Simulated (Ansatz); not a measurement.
CH2F3Si (SMILES FC(F)(F)[SiH2+]) (charge +1)

The calculation's input:

```
crystal:
  periodic: [false, false, false]
  atoms:
    - { symbol: F, position_ang: [0.0988, -0.5959, 1.63295] }
    - { symbol: C, position_ang: [0.3813, -0.66186, 0.33088] }
    - { symbol: F, position_ang: [-0.07966, -1.8063, -0.15234] }
    - { symbol: F, position_ang: [1.69636, -0.63054, 0.17427] }
    - { symbol: Si, position_ang: [-0.51935, 0.92312, -0.51798] }
    - { symbol: H, position_ang: [-1.21056, 1.7181, 0.50551] }
    - { symbol: H, position_ang: [-0.3669, 1.05338, -1.97329] }
total_charge: 1
basis:
  gaussian: { orbitals: def2-mTZVP }
hamiltonian:
  xc: { name: BHLYP }
relax:
  f_tol: 0.015
  max_steps: 40
output:
  orbitals: {}
```

Command:

```sh
ansatz run input.yaml --threads 2 --pin off --max-ram 3072MiB --backend cpu --events-out ev --progress --plain --runs-dir out
```

The fields are those of the relaxed geometry.

Method: RKS BHLYP/def2-mTZVP in Ansatz.

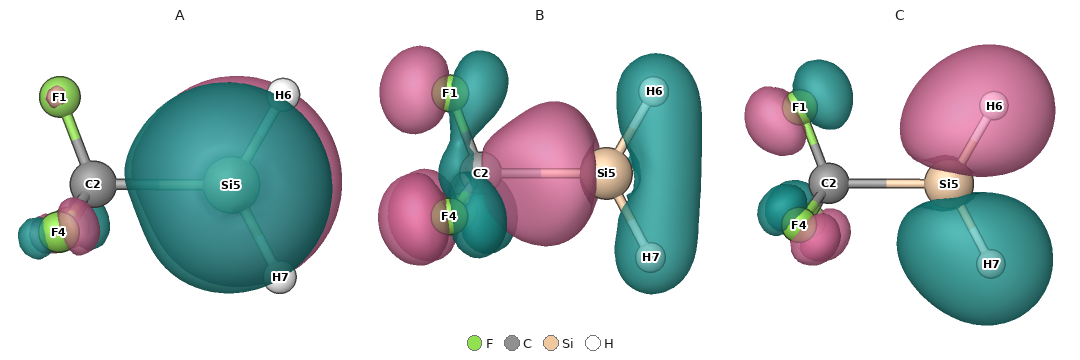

Figure 1. Three frontier orbitals at ±0.1 Å⁻³ᐟ² (teal and pink are the two phases), in no order.

Q: Which picture is the HOMO−1, the HOMO and the LUMO?

A: C is the HOMO−1 (−19.38 eV). By Hirshfeld shares it lies mainly on Si5 (about 40 %), H7 (about 25 %), H6 (about 25 %) and F1 (about 10 %). B is the HOMO (−17.45 eV). It lies mainly on Si5 (about 25 %), C2 (about 20 %), F4 (about 15 %), F3 (about 15 %) and F1 (about 15 %). A is the LUMO (−9.49 eV). It lies mainly on Si5 (about 85 %).

Q: What is the HOMO–LUMO gap?

A: 7.96 eV between the orbital energies.

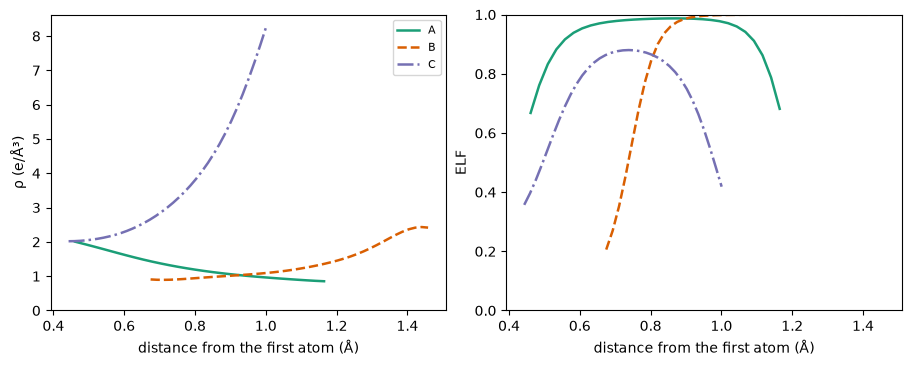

Figure 2. Electron density and electron localisation function along straight lines between neighbouring atoms. The curves leave out the atomic cores.

Q: Which curve belongs to which contact (C–F, C–Si and Si–H)? The first atom named is at distance zero.

A: Curve A: C–Si (1.94 Å): the density is about 0.99 e/Å³ at the midpoint; the ELF peaks at about 1 between the atoms: a covalent bond. Curve B: Si–H (1.46 Å): the density is about 0.9 e/Å³ at the midpoint; the ELF climbs to about 1 towards the hydrogen, as it does in any bond to H. Curve C: C–F (1.31 Å): ρ at the midpoint is about 2.6 e/Å³; the ELF peaks at about 0.90 between the atoms (a polar covalent bond).

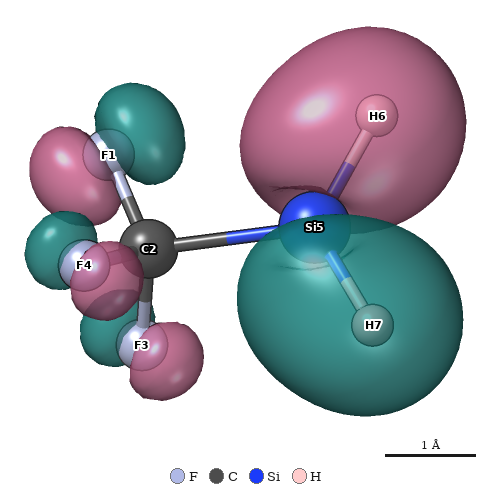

Figure 3. The HOMO−1 at ±0.1 Å⁻³ᐟ² (teal and pink are the two phases), seen at a tilt.

Q: Where does this orbital lie, and at what energy?

A: Its weight (Hirshfeld) is mainly on Si5 (about 40 %), H7 (about 25 %), H6 (about 25 %) and F1 (about 10 %). Its energy is −19.38 eV.
